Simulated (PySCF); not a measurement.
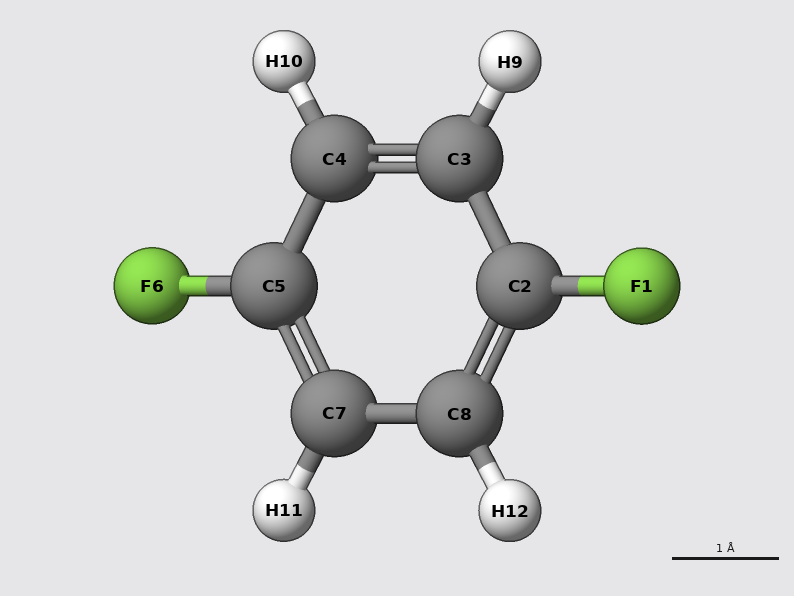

The atoms are numbered. The computed structure is the end point of a GFN2-xTB optimisation. No frequency run is at hand to confirm it as a minimum.

Describe the coordination of atom 2.

Answer. C2 has 3 neighbours (F1 at 1.35, C3 at 1.38, C8 at 1.38 Å); the arrangement is trigonal planar.

How are the neighbours of atom 3 arranged?

Answer. C3 has 3 neighbours (C2 at 1.38, C4 at 1.38, H9 at 1.08 Å); the arrangement is trigonal planar.

What is the dihedral angle C5–C7–C8–C2?

Answer. 0° in size, that is syn (eclipsed).
